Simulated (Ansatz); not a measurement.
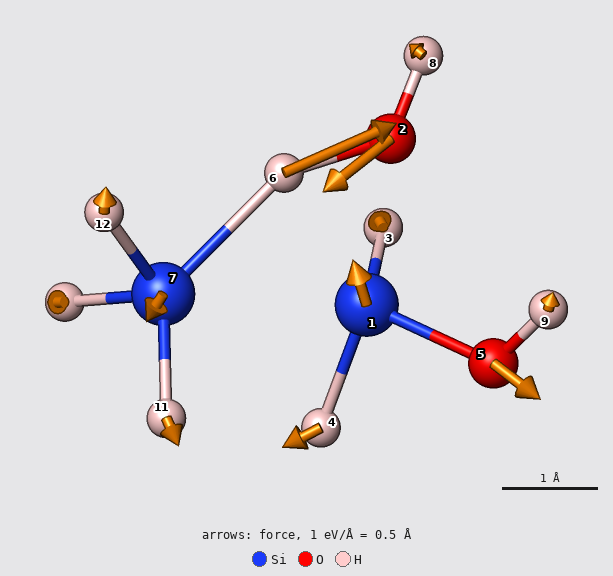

Starting geometry of Si$_{2}$H$_{8}$O$_{2}$ with the computed forces as orange arrows. Style: ball-and-stick. Shown at a tilt.

The reaction that was planned forms Si1–Si7, O2–H6 and breaks Si1–O2, H6–Si7 (atoms numbered from 1 in input order).

Computed with RKS PBE0-D4/def2-SVP (Ansatz 0.2.0). Set-up: held fixed: the distance between atoms 1 (Si) and 7 (Si), the distance between atoms 2 (O) and 6 (H), the distance between atoms 1 (Si) and 2 (O), the distance between atoms 6 (H) and 7 (Si), counting from 1; force threshold 0.04 eV/Å; at most 150 steps.

Question: Is this structure relaxed? If not, where do the atoms go?

Answer: It isn't relaxed: the largest force vector, on an H atom, is 2.72 eV/Å. The final displacements have little in common with the starting forces (cosine between the two patterns 0.22). An H atom moves most after the best rigid fit: 0.40 Å. Largest moves by element: H 0.40 Å, O 0.26 Å, Si 0.08 Å. Among the contacts that change: H–Si 2.140 → 1.895 Å, O–Si 1.622 → 1.658 Å, H–Si 1.470 → 1.505 Å, H–O 0.953 → 0.964 Å. Among the angles between lasting bonds that change: H–O–H 130.8° → 105.5°, O–H–Si 150.8° → 169.2°, H–Si–H 130.0° → 119.9°. The energy falls by 43.2 kJ/mol in 9 geometry steps. Largest force component: 0.95 eV/Å at the start, 0.013 eV/Å at the end.
